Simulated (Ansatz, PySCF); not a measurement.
Stretching the Si1–Cl3 bond in ClHSi (SMILES [SiH]Cl) (multiplicity 1 held, fragments rigid). Energies count from the point at 2.094 Å.
Geometry at that point (charge 0, multiplicity 1):
```xyz
3

Si     0.78708    -0.22621     0.74860
H      1.83075    -0.49356    -0.33253
Cl    -0.75587     0.21533    -0.59693
```

R- and RO- levels are restricted; in cc, def2 and unpolarised 6-31G sets they are followed outwards from rest. U- levels take the lowest unrestricted solution at each point, which mixes spins at long bonds. Left out are points that failed, MP2 points that dive below the minimum, coupled-cluster points behind a jump of the amplitudes or a sharp parting from full CI or MRCI, small-basis points behind a change of solution, and semi-empirical points at long bonds. Levels need not reach the same state.

Rows in 3-21G, 6-31G* carry no dispersion term and start afresh at each structure (6-31G* with six Cartesian d functions).

The values were computed with Ansatz (an electronic-structure program) with Gaussian orbitals; PySCF for 3-21G rows, 6-31G* rows. 

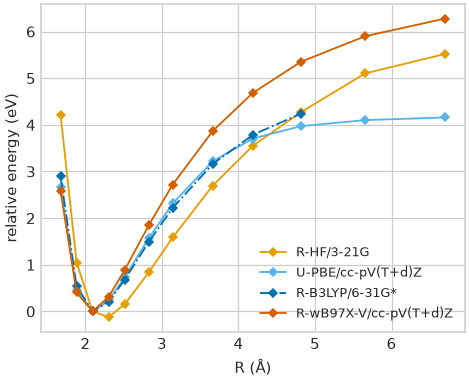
Figure: Relative energy along the coordinate

Problem. Read off the R-HF/3-21G curve at R = 3.141.

Solution. about 1.6 eV

Doubts at one or more of the structures used: a restricted determinant that unrestricted orbitals would lower (R-HF/3-21G, R-B3LYP/6-31G*, R-wB97X-V/cc-pV(T+d)Z); a spin-contaminated determinant (U-PBE/cc-pV(T+d)Z).
